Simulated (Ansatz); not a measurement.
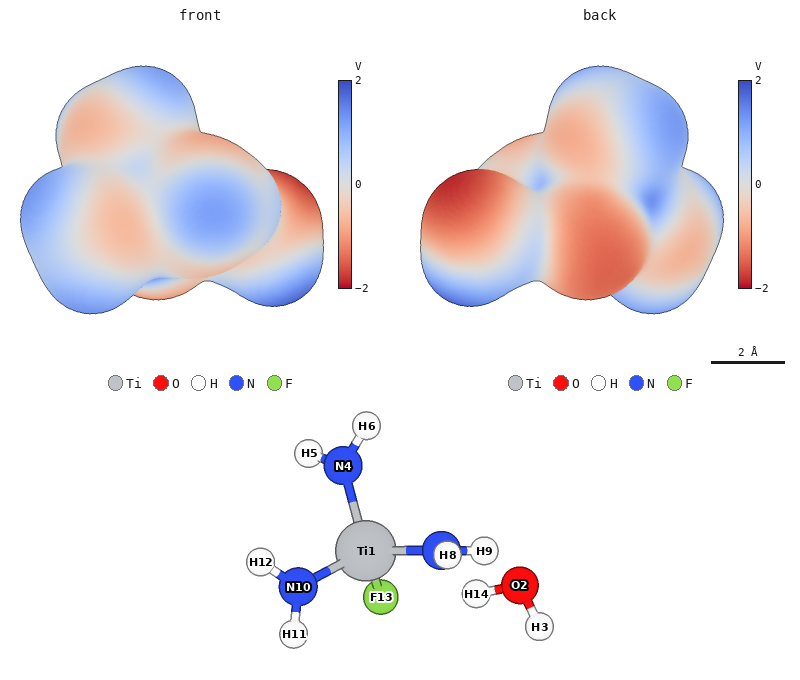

*FH₆N₃Ti···H₂O. The electrostatic potential painted on the density surface at 0.001 e/bohr³, seen from the front and from behind; red is negative and blue positive. The bare structure is drawn below in the same view.*

The calculation used RHF/def2-SVP in Ansatz 0.2.0.

```yaml
atoms:
  - { symbol: Ti, position_ang: [0.1149, -0.6379, -0.4391] }
  - { symbol: O, position_ang: [0.1059, 0.7836, 2.9573] }
  - { symbol: H, position_ang: [-0.6319, 0.6504, 3.5326] }
  - { symbol: N, position_ang: [1.7434, -0.1819, -1.2264] }
  - { symbol: H, position_ang: [2.5101, -0.8225, -1.3389] }
  - { symbol: H, position_ang: [2.0220, 0.7441, -1.4945] }
  - { symbol: N, position_ang: [-0.8615, 0.9047, -0.1319] }
  - { symbol: H, position_ang: [-1.6152, 1.2964, -0.6646] }
  - { symbol: H, position_ang: [-0.7216, 1.3990, 0.7362] }
  - { symbol: N, position_ang: [-0.7986, -1.7515, -1.6274] }
  - { symbol: H, position_ang: [-1.6188, -2.2830, -1.3931] }
  - { symbol: H, position_ang: [-0.5282, -1.9300, -2.5773] }
  - { symbol: F, position_ang: [0.3612, -1.4487, 1.1414] }
  - { symbol: H, position_ang: [0.3273, -0.0824, 2.6369] }
```

Describe the electrostatic potential map.

The most negative region (about −1.8 V) lies over O2, the most positive (about +1.6 V) over H3. O2 is the likeliest acceptor of a hydrogen bond.
